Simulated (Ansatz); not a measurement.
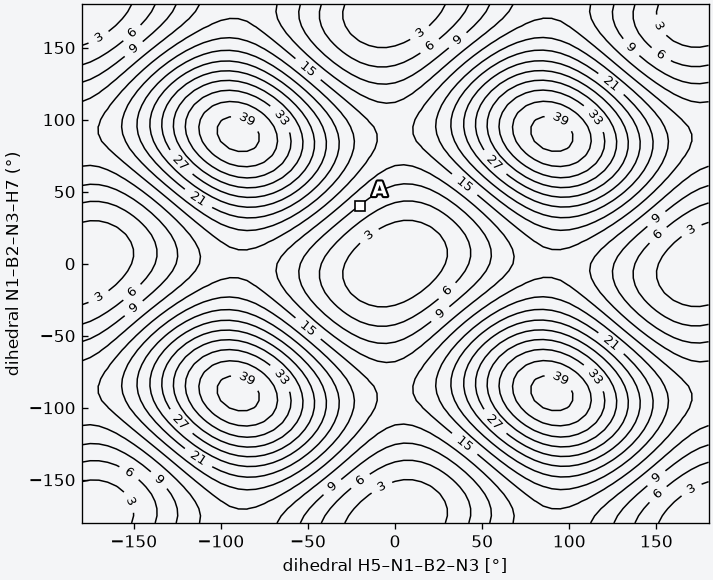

BH₅N₂S, SMILES NB(N)S. 
- Coordinates scanned: (1) dihedral H5–N1–B2–N3; (2) dihedral N1–B2–N3–H7.
- Nothing is relaxed (all other coordinates rigid).
- The grid has 18 × 18 points.
- Points are written as (first, second).
- All energies are given in kcal/mol relative to the lowest grid point.
- Level of theory: Ansatz 0.2.0, RHF/def2-TZVP.

In the figure: contour lines labelled in kcal/mol (none above 39), the point A. Between grid points the surface is interpolated.

Q: Is A at rest? If not, where is it pushed?

A: A, at (−20°, 40°), is not a stationary point. The computed force is 0.25 kcal/mol for each degree towards larger values of dihedral H5–N1–B2–N3 and 0.27 kcal/mol for each degree towards smaller values of dihedral N1–B2–N3–H7.
